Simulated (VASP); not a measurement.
# Lattice of HfN across functionals and dispersion corrections

Aim: relax HfN at several levels and hold each cell against experiment. The levels: PBE, LDA, r2SCAN and PBE + D3(BJ). The start is a cell from a database of measured crystal structures.

Main program and level: VASP 6.6.1; PBE; plane waves and PAW (Hf_pv, N), in the first sound run; inputs show where later runs differ.

## Step 1: Starting point

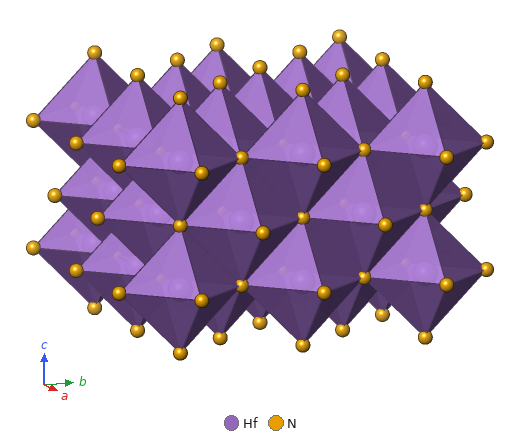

The cell as given, slightly off an axis (hafnium purple, nitrogen orange). 2×2×1 cells are drawn. This picture shows the conventional cell, with its axes. Some periodic images of atoms are drawn too.

## Step 2: Relaxation with PBE

Properties are meant for the cell that this level of theory prefers, so cell and atoms are relaxed first (ISIF = 3) until forces and stress are small; EDIFFG sets the threshold. PBE, the usual starting point, adds the gradient of the density.

INCAR reads:

```
SYSTEM = HfN
PREC = Accurate
ENCUT = 560
EDIFF = 1E-06
NELM = 100
ISMEAR = -1
SIGMA = 0.05
LREAL = .FALSE.
ALGO = Normal
GGA = PE
NBANDS = 13
LASPH = .TRUE.
LORBIT = 11
LWAVE = .FALSE.
LCHARG = .FALSE.
KPAR = 2
IBRION = 2
NSW = 60
ISIF = 3
EDIFFG = -0.01
```

POSCAR reads:

```
HfN
1.0
    0.0000000000      2.2590000000      2.2590000000
    2.2590000000      0.0000000000      2.2590000000
    2.2590000000      2.2590000000      0.0000000000
Hf N
1 1
Direct
    0.0000000000      0.0000000000      0.0000000000
    0.5000000000      0.5000000000      0.5000000000
```

KPOINTS reads:

```
Automatic mesh
0
Gamma
10 10 10
0 0 0
```

Potentials, in the order of the species: Hf_pv and N (PBE family, release 64).

The run is started by

```sh
mpirun -np 2 vasp_std
```

Log:

```text
[banner, memory and clock lines left out]
running    2 mpi-ranks, on    1 nodes
 distrk:  each k-point on    1 cores,    2 groups
 distr:  one band on    1 cores,    1 groups

 POSCAR found type information on POSCAR HfN
 POSCAR found :  2 types and       2 ions
 LDA part: xc-table for (Slater+PW92), standard interpolation
 POSCAR, INCAR and KPOINTS ok, starting setup
 FFT: planning ... GRIDC
 FFT: planning ... GRID_SOFT
 FFT: planning ... GRID
 WAVECAR not read
 entering main loop
       N       E                     dE             d eps       ncg     rms          rms(c)
DAV:   1     0.404763051179E+02    0.40476E+02   -0.82935E+03  1222   0.115E+03
DAV:   2    -0.226205892084E+02   -0.63097E+02   -0.58972E+02  1653   0.252E+02
DAV:   3    -0.247477774394E+02   -0.21272E+01   -0.21155E+01  1485   0.388E+01
DAV:   4    -0.247576470471E+02   -0.98696E-02   -0.98626E-02  1387   0.300E+00
DAV:   5    -0.247577184652E+02   -0.71418E-04   -0.71418E-04  1437   0.223E-01    0.490E+01
DAV:   6    -0.218355786090E+02    0.29221E+01   -0.94023E+00  1431   0.242E+01    0.414E+01
DAV:   7    -0.217775538829E+02    0.58025E-01   -0.59699E-01  1340   0.658E+00    0.266E+01
DAV:   8    -0.217594177094E+02    0.18136E-01   -0.12290E-01  1447   0.315E+00    0.658E+00
DAV:   9    -0.217516328159E+02    0.77849E-02   -0.30115E-02  1415   0.136E+00    0.190E+00
DAV:  10    -0.217512878084E+02    0.34501E-03   -0.23109E-03  1464   0.439E-01    0.181E-01
DAV:  11    -0.217512524497E+02    0.35359E-04   -0.13207E-04  1401   0.118E-01    0.476E-02
DAV:  12    -0.217512521145E+02    0.33518E-06   -0.10631E-05  1526   0.275E-02    0.547E-03
DAV:  13    -0.217512519245E+02    0.19001E-06   -0.24172E-07   651   0.523E-03
   1 F= -.21751252E+02 E0= -.21747998E+02  d E =-.217513E+02
 curvature:   0.00 expect dE= 0.000E+00 dE for cont linesearch  0.000E+00
 trial: gam= 0.00000 g(F)=  0.114E-59 g(S)=  0.137E-01 ort = 0.000E+00 (trialstep = 0.100E+01)
 search vector abs. value=  0.137E-01
 bond charge predicted
       N       E                     dE             d eps       ncg     rms          rms(c)
DAV:   1    -0.217966367192E+02   -0.45385E-01   -0.13376E+00  1222   0.102E+01    0.374E+00
DAV:   2    -0.217577133758E+02    0.38923E-01   -0.63175E-02  1347   0.216E+00    0.173E+00
DAV:   3    -0.217464556904E+02    0.11258E-01   -0.21187E-02  1267   0.128E+00    0.121E+00
DAV:   4    -0.217456687590E+02    0.78693E-03   -0.28626E-03  1512   0.443E-01    0.676E-01
DAV:   5    -0.217456130691E+02    0.55690E-04   -0.20142E-04  1573   0.118E-01    0.279E-02
DAV:   6    -0.217456105021E+02    0.25670E-05   -0.14476E-05  1297   0.355E-02    0.152E-02
DAV:   7    -0.217456108136E+02   -0.31148E-06   -0.48555E-07   751   0.633E-03
   2 F= -.21745611E+02 E0= -.21742276E+02  d E =0.564111E-02
 trial-energy change:    0.005641  1 .order    0.005432   -0.013740    0.024605
 step:   0.3509(harm=  0.3583)  dis= 0.00000  next Energy=   -21.753654 (dE=-0.240E-02)
 bond charge predicted
       N       E                     dE             d eps       ncg     rms          rms(c)
DAV:   1    -0.217751809526E+02   -0.29570E-01   -0.56637E-01  1222   0.664E+00    0.243E+00
DAV:   2    -0.217586956268E+02    0.16485E-01   -0.26073E-02  1347   0.139E+00    0.110E+00
DAV:   3    -0.217539492148E+02    0.47464E-02   -0.88717E-03  1282   0.836E-01    0.771E-01
DAV:   4    -0.217536412381E+02    0.30798E-03   -0.10699E-03  1517   0.275E-01    0.445E-01
DAV:   5    -0.217536353011E+02    0.59370E-05   -0.67566E-05  1580   0.670E-02    0.150E-02
DAV:   6    -0.217536348002E+02    0.50091E-06   -0.41177E-06  1302   0.194E-02
   3 F= -.21753635E+02 E0= -.21750353E+02  d E =-.238288E-02
 curvature:  -0.18 expect dE=-0.399E-07 dE for cont linesearch -0.399E-07
 trial: gam= 0.00000 g(F)=  0.225E-62 g(S)=  0.223E-06 ort =-0.553E-04 (trialstep = 0.870E+00)
 search vector abs. value=  0.223E-06
 reached required accuracy - stopping structural energy minimisation
```

The job ended after 11 s (2 MPI ranks of Intel Xeon 6975P-C (Granite Rapids), shared host; peak memory 0.31 GiB; 22 s of CPU time).

Lines that name or quote the potential files are left out of all logs, and their timing lines are given in words.

Parts of OUTCAR (step 2):

```text
ion  position               nearest neighbor table
   1  0.000  0.000  0.000-   2 2.26   2 2.26   2 2.26   2 2.26   2 2.26   2 2.26
   2  0.500  0.500  0.500-   1 2.26   1 2.26   1 2.26   1 2.26   1 2.26   1 2.26

  LATTYP: Found a face centered cubic cell.
 ALAT       =     4.5180000000

 Subroutine GETGRP returns: Found 48 space group operations
 (whereof 48 operations were pure point group operations)

The static configuration has the point symmetry O_h .

 Found     47 irreducible k-points:

   k-points           NKPTS =     47   k-points in BZ     NKDIM =     47   number of bands    NBANDS=     13

   dimension x,y,z NGX =    28 NGY =   28 NGZ =   28
   dimension x,y,z NGXF=    56 NGYF=   56 NGZF=   56

   ENCUT  =  560.0 eV  41.16 Ry    6.42 a.u.   6.16  6.16  6.16*2*pi/ulx,y,z

   NELECT =      15.0000    total number of electrons

 k-points in reciprocal lattice and weights: Automatic mesh
   0.00000000  0.00000000  0.00000000       0.001
   0.10000000  0.00000000  0.00000000       0.008
   0.20000000  0.00000000  0.00000000       0.008
   0.30000000  0.00000000  0.00000000       0.008
   0.40000000  0.00000000  0.00000000       0.008
   0.50000000  0.00000000  0.00000000       0.004
   0.10000000  0.10000000  0.00000000       0.006
   0.20000000  0.10000000  0.00000000       0.024
   0.30000000  0.10000000  0.00000000       0.024
[...]
-0.30000000  0.40000000  0.20000000       0.024
  -0.30000000  0.50000000  0.20000000       0.012

 average (electrostatic) potential at core
       1 -34.8422       2 -61.6695

 E-fermi :   8.3253

 k-point     1 :       0.0000    0.0000    0.0000
  band No.  band energies     occupation
    ...
      6       5.2671      2.00000
      7       5.2671      2.00000
      8       7.9480      1.99895
      9       7.9480      1.99895
     10       7.9480      1.99895
     11       9.9767      0.00000
     12      10.2311      0.00000
     13      10.2311      0.00000

 k-point     2 :       0.1000    0.0000    0.0000
  band No.  band energies     occupation
    ...
      6       4.7352      2.00000
      7       4.7352      2.00000
      8       8.1659      1.92087
      9       8.2689      1.51116
     10       8.2689      1.51116
     11      10.6822      0.00000
     12      10.9547      0.00000
     13      10.9547      0.00000

 k-point     3 :       0.2000    0.0000    0.0000
  band No.  band energies     occupation
    ...
      3     -22.9335      2.00000
      4      -8.3419      2.00000
      5       2.6949      2.00000
      6       3.7590      2.00000
      7       3.7590      2.00000
      8       8.5385      0.02775
      9       9.0717      0.00000
     10       9.0717      0.00000
     11      12.1327      0.00000
     12      12.5927      0.00000
    ...

  Total       -0.0017552     -0.0017552     -0.0017552      0.0000000      0.0000000      0.0000000
  in kB       -0.1206288     -0.1206288     -0.1206288      0.0000000      0.0000000      0.0000000
  external PRESSURE =      -0.1206288 kB  Pullay stress =       0.0000000 kB

  energy-cutoff  :      560.00
  volume of cell :       23.31
      direct lattice vectors                 reciprocal lattice vectors
     0.000000000  2.267331414  2.267331414    -0.220523562  0.220523562  0.220523562
     2.267331414  0.000000000  2.267331414     0.220523562 -0.220523562  0.220523562
     2.267331414  2.267331414  0.000000000     0.220523562  0.220523562 -0.220523562

 POSITION                                       TOTAL-FORCE (eV/Angst)
 -----------------------------------------------------------------------------------
      0.00000      0.00000      0.00000        -0.000000      0.000000      0.000000
      2.26733      2.26733      2.26733         0.000000      0.000000     -0.000000
 -----------------------------------------------------------------------------------
    total drift:                                0.000000      0.000000      0.000000

  FREE ENERGIE OF THE ION-ELECTRON SYSTEM (eV)
  ---------------------------------------------------
  free  energy   TOTEN  =       -21.7536348002 eV

  energy  without entropy=      -21.7470718282  energy(sigma->0) =      -21.75035331

 reached required accuracy - stopping structural energy minimisation

 total charge
# of ion       s       p       d       tot
------------------------------------------
    1        0.288   6.557   1.745   8.590
    2        1.232   2.502   0.000   3.733
--------------------------------------------------
tot          1.519   9.059   1.745  12.323

[... 3 further parts left out ...]
```

CONTCAR:

```
HfN
   1.00000000000000
     0.0000000000000000    2.2673314142821051    2.2673314142821051
     2.2673314142821051    0.0000000000000000    2.2673314142821051
     2.2673314142821051    2.2673314142821051    0.0000000000000000
  Hf              N
     1     1
Direct
     0.0000000000000000    0.0000000000000000    0.0000000000000000
     0.5000000000000000    0.5000000000000000    0.5000000000000000
```

This run has no spin polarisation. Its electron count is odd, so without a moment it is a metal by construction. Harder data sets than Hf_pv exist (the GW ones), and pressures, volumes and forces can shift noticeably with them. The run keeps the 48 symmetry operations of its start, so it cannot find a distortion of lower symmetry.

Step by step:

```csv
step,energy less that of the first step (eV),largest force (eV/Å),pressure (GPa),volume (Å³)
1,0.0000,0.0000,3.03,23.06
2,0.0056,0.0000,-5.25,23.79
3,-0.0024,0.0000,-0.01,23.31
```

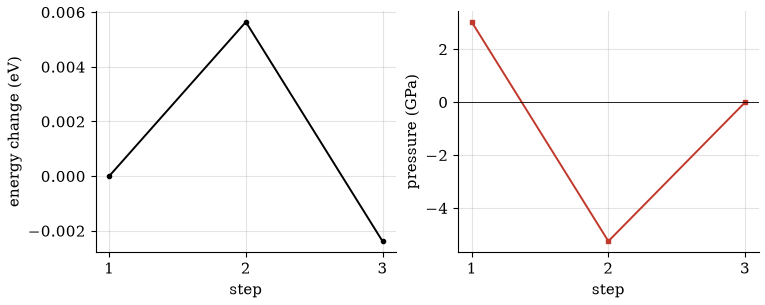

Energy and pressure along the relaxation.

| conventional cell, symmetrised | before | after | change |
| --- | --- | --- | --- |
| a (Å) | 4.518 | 4.535 | +0.4 % |
| b (Å) | 4.518 | 4.535 | +0.4 % |
| c (Å) | 4.518 | 4.535 | +0.4 % |
| volume (Å³/atom) | 11.53 | 11.66 | +1.1 % |

The relaxed structure:

```xyz
2
Lattice="0.0000 2.2673 2.2673 2.2673 0.0000 2.2673 2.2673 2.2673 0.0000" Properties=species:S:1:pos:R:3 pbc="T T T"
Hf    0.0000    0.0000    0.0000
N     2.2673    2.2673    2.2673
```

This step gave:

* electrons: 15
* bands: 13
* irreducible k-points: 47
* symmetry operations: 48
* free energy (TOTEN): -21.75 eV
* energy at zero smearing: -21.75 eV
* Fermi energy: 8.325 eV
* pressure: -0.01206 GPa
* metallic: yes
* SCF cycles over all ionic steps: 26

It ends with forces that vanish by symmetry and a pressure of -0.01 GPa. The volume lies +1.1 % from that of the database's start. The conventional cell has a = 4.535 Å.

## Step 3: Relaxation with LDA

This step: LDA; plane waves and PAW (Hf_pv, N) (VASP 6.6.1).

LDA, the lowest rung, knows the local density alone.

INCAR, as its differences from that of step 2:

```diff
@@ -9,3 +9,3 @@
 ALGO = Normal
-GGA = PE
+GGA = CA
 NBANDS = 13
```

POSCAR is that of step 2.

KPOINTS is that of step 2.

The run is started by

```sh
mpirun -np 2 vasp_std
```

Log:

```text
[banner, memory and clock lines left out]
running    2 mpi-ranks, on    1 nodes
 distrk:  each k-point on    1 cores,    2 groups
 distr:  one band on    1 cores,    1 groups

 POSCAR found type information on POSCAR HfN
 POSCAR found :  2 types and       2 ions
|                                                                             |
|               ----> ADVICE to this user running VASP <----                  |
|                                                                             |
|     You enforced a specific xc type in the INCAR file but a different       |
|     [... a line on the potential file left out ...]
|     I HOPE YOU KNOW WHAT YOU ARE DOING!                                     |
|                                                                             |

 LDA part: xc-table for (Slater(with rela. corr.)+CA(PZ))
 , standard interpolation
 POSCAR, INCAR and KPOINTS ok, starting setup
 FFT: planning ... GRIDC
 FFT: planning ... GRID_SOFT
 FFT: planning ... GRID
 WAVECAR not read
 entering main loop
       N       E                     dE             d eps       ncg     rms          rms(c)
DAV:   1     0.380356502228E+02    0.38036E+02   -0.82758E+03  1222   0.115E+03
DAV:   2    -0.246226903901E+02   -0.62658E+02   -0.58513E+02  1645   0.251E+02
DAV:   3    -0.267173148286E+02   -0.20946E+01   -0.20829E+01  1500   0.383E+01
DAV:   4    -0.267271190586E+02   -0.98042E-02   -0.97982E-02  1362   0.297E+00
DAV:   5    -0.267271914323E+02   -0.72374E-04   -0.72372E-04  1468   0.223E-01    0.497E+01
DAV:   6    -0.240072193175E+02    0.27200E+01   -0.88713E+00  1413   0.235E+01    0.417E+01
DAV:   7    -0.239096623199E+02    0.97557E-01   -0.62220E-01  1365   0.670E+00    0.262E+01
DAV:   8    -0.238809950458E+02    0.28667E-01   -0.14510E-01  1457   0.330E+00    0.596E+00
DAV:   9    -0.238731474243E+02    0.78476E-02   -0.29325E-02  1435   0.134E+00    0.203E+00
DAV:  10    -0.238727825407E+02    0.36488E-03   -0.27763E-03  1488   0.470E-01    0.483E-01
DAV:  11    -0.238726907409E+02    0.91800E-04   -0.26680E-04  1426   0.155E-01    0.369E-02
DAV:  12    -0.238726916488E+02   -0.90786E-06   -0.14145E-05  1477   0.338E-02    0.114E-02
DAV:  13    -0.238726916013E+02    0.47503E-07   -0.18385E-07   711   0.414E-03
   1 F= -.23872692E+02 E0= -.23869492E+02  d E =-.238727E+02
 curvature:   0.00 expect dE= 0.000E+00 dE for cont linesearch  0.000E+00
 trial: gam= 0.00000 g(F)=  0.534E-62 g(S)=  0.162E+00 ort = 0.000E+00 (trialstep = 0.100E+01)
 search vector abs. value=  0.162E+00
 bond charge predicted
       N       E                     dE             d eps       ncg     rms          rms(c)
DAV:   1    -0.244097198167E+02   -0.53703E+00   -0.16562E+01  1222   0.372E+01    0.154E+01
DAV:   2    -0.239287685238E+02    0.48095E+00   -0.71502E-01  1362   0.779E+00    0.706E+00
DAV:   3    -0.237851004289E+02    0.14367E+00   -0.27571E-01  1312   0.492E+00    0.444E+00
DAV:   4    -0.237783686997E+02    0.67317E-02   -0.22691E-02  1522   0.135E+00    0.261E+00
DAV:   5    -0.237777032910E+02    0.66541E-03   -0.15885E-03  1615   0.322E-01    0.781E-02
DAV:   6    -0.237777059865E+02   -0.26955E-05   -0.67132E-05  1267   0.829E-02    0.419E-02
DAV:   7    -0.237777034931E+02    0.24934E-05   -0.17429E-06  1296   0.119E-02    0.264E-02
DAV:   8    -0.237777035072E+02   -0.14098E-07   -0.13445E-07   706   0.343E-03
   2 F= -.23777704E+02 E0= -.23774783E+02  d E =0.949881E-01
[...]
3 F= -.23900300E+02 E0= -.23897193E+02  d E =-.276089E-01
 curvature:  -0.15 expect dE=-0.168E-04 dE for cont linesearch -0.168E-04
 ZBRENT: interpolating
 opt :   0.3348  next Energy=   -23.900317 (dE=-0.276E-01)
 bond charge predicted
       N       E                     dE             d eps       ncg     rms          rms(c)
DAV:   1    -0.239003540566E+02   -0.53574E-04   -0.93599E-04  1222   0.275E-01    0.108E-01
DAV:   2    -0.239003263600E+02    0.27697E-04   -0.44069E-05  1377   0.590E-02    0.499E-02
DAV:   3    -0.239003182410E+02    0.81189E-05   -0.15629E-05  1297   0.359E-02    0.337E-02
DAV:   4    -0.239003177230E+02    0.51805E-06   -0.16125E-06   808   0.115E-02
   4 F= -.23900318E+02 E0= -.23897212E+02  d E =-.276261E-01
 curvature:  -0.14 expect dE=-0.122E-06 dE for cont linesearch -0.122E-06
 trial: gam=-0.00228 g(F)=  0.374E-62 g(S)=  0.840E-06 ort = 0.368E-03 (trialstep = 0.867E+00)
 search vector abs. value=  0.104E-09
 reached required accuracy - stopping structural energy minimisation
```

It took 12 s on 2 MPI ranks; peak memory 0.29 GiB.

OUTCAR, selected parts (step 3):

```text
The static configuration has the point symmetry O_h .

 Found     47 irreducible k-points:

   NELECT =      15.0000    total number of electrons

 E-fermi :   8.3597

 k-point     1 :       0.0000    0.0000    0.0000
  band No.  band energies     occupation
    ...
      6       5.3318      2.00000
      7       5.3318      2.00000
      8       7.9168      1.99972
      9       7.9168      1.99972
     10       7.9168      1.99972
     11      10.3340      0.00000
     12      10.3340      0.00000
     13      10.6708      0.00000

 k-point     2 :       0.1000    0.0000    0.0000
  band No.  band energies     occupation
    ...
      6       4.7446      2.00000
      7       4.7446      2.00000
      8       8.1826      1.94371
      9       8.2606      1.75757
     10       8.2606      1.75757
     11      11.1234      0.00000
     12      11.1234      0.00000
     13      11.3402      0.00000

  Total       -0.0034076     -0.0034076     -0.0034076     -0.0000000      0.0000000      0.0000000
  in kB       -0.2455838     -0.2455838     -0.2455838     -0.0000000      0.0000000      0.0000000
  external PRESSURE =      -0.2455838 kB  Pullay stress =       0.0000000 kB

  energy-cutoff  :      560.00
  volume of cell :       22.23
      direct lattice vectors                 reciprocal lattice vectors
     0.000000000  2.231741139  2.231741139    -0.224040320  0.224040320  0.224040320
     2.231741139  0.000000000  2.231741139     0.224040320 -0.224040320  0.224040320
     2.231741139  2.231741139  0.000000000     0.224040320  0.224040320 -0.224040320

 POSITION                                       TOTAL-FORCE (eV/Angst)
 -----------------------------------------------------------------------------------
      2.23174      2.23174      0.00000         0.000000      0.000000      0.000000
      2.23174      2.23174      2.23174         0.000000      0.000000     -0.000000
 -----------------------------------------------------------------------------------
    total drift:                                0.000000      0.000000      0.000000

  FREE ENERGIE OF THE ION-ELECTRON SYSTEM (eV)
  ---------------------------------------------------
  free  energy   TOTEN  =       -23.9003177230 eV

  energy  without entropy=      -23.8941072337  energy(sigma->0) =      -23.89721248

 total charge
# of ion       s       p       d       tot
------------------------------------------
    1        0.299   6.638   1.858   8.795
    2        1.218   2.520   0.000   3.738
--------------------------------------------------
tot          1.517   9.158   1.858  12.533

[... 8 parts as in an earlier step ...]

[... 5 further parts left out ...]
```

CONTCAR:

```
HfN
   1.00000000000000
     0.0000000000000000    2.2317411391294715    2.2317411391294715
     2.2317411391294715    0.0000000000000000    2.2317411391294715
     2.2317411391294715    2.2317411391294715    0.0000000000000000
  Hf              N
     1     1
Direct
     0.0000000000000000    0.0000000000000000    1.0000000000000000
     0.5000000000000000    0.5000000000000000    0.5000000000000000
```

The PAW data sets were made with PBE, though LDA sets exist; this is a small mismatch.

Step by step:

| step | energy less that of the first step (eV) | largest force (eV/Å) | pressure (GPa) | volume (Å³) |
| --- | --- | --- | --- | --- |
| 1 | 0.0000 | 0.0000 | -10.38 | 23.06 |
| 2 | 0.0950 | 0.0000 | 26.59 | 20.65 |
| 3 | -0.0276 | 0.0000 | -0.28 | 22.25 |
| 4 | -0.0276 | 0.0000 | -0.02 | 22.23 |

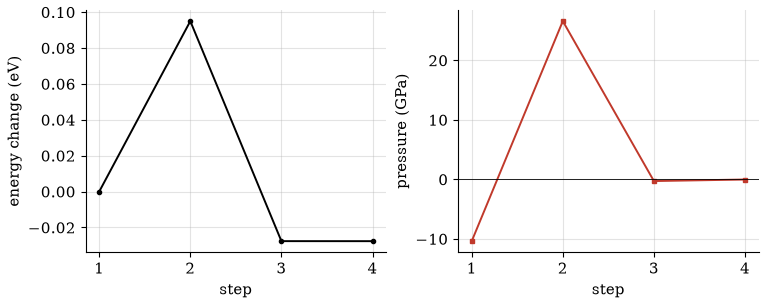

Energy and pressure along the relaxation.

```
conventional cell, symmetrised  before  after  change
                         a (Å)   4.518  4.463  -1.2 %
                         b (Å)   4.518  4.463  -1.2 %
                         c (Å)   4.518  4.463  -1.2 %
              volume (Å³/atom)   11.53  11.12  -3.6 %
```

Final coordinates:

```xyz
2
Lattice="0.0000 2.2317 2.2317 2.2317 0.0000 2.2317 2.2317 2.2317 0.0000" Properties=species:S:1:pos:R:3 pbc="T T T"
Hf    0.0000    0.0000    0.0000
N     2.2317    2.2317    2.2317
```

This step gave:

| Quantity | Value |
| --- | --- |
| free energy (TOTEN) | -23.90 eV |
| energy at zero smearing | -23.90 eV |
| Fermi energy | 8.360 eV |
| pressure | -0.02456 GPa |
| SCF cycles over all ionic steps | 33 |

It ends at 11.12 Å³/atom, -3.6 % from the start, with -0.02 GPa left. The conventional cell has a = 4.463 Å.

[end of part 1 of 2]

[Lines on the potential files, build, host, timing and source positions are cut from VASP's logs without a mark.]

[Logs are printed without paths, hosts, clocks, repeated set-up lines and the standing remarks that a program may print on its own settings, such as how far it seeks lower states.]

[Hosts, paths, dates, database ids (printed as entryN), source tags and the programs' standing remarks are cut or masked in the printed files.]

[A measured line is paired with the nearest computed mode of its activity, which favours agreement.]
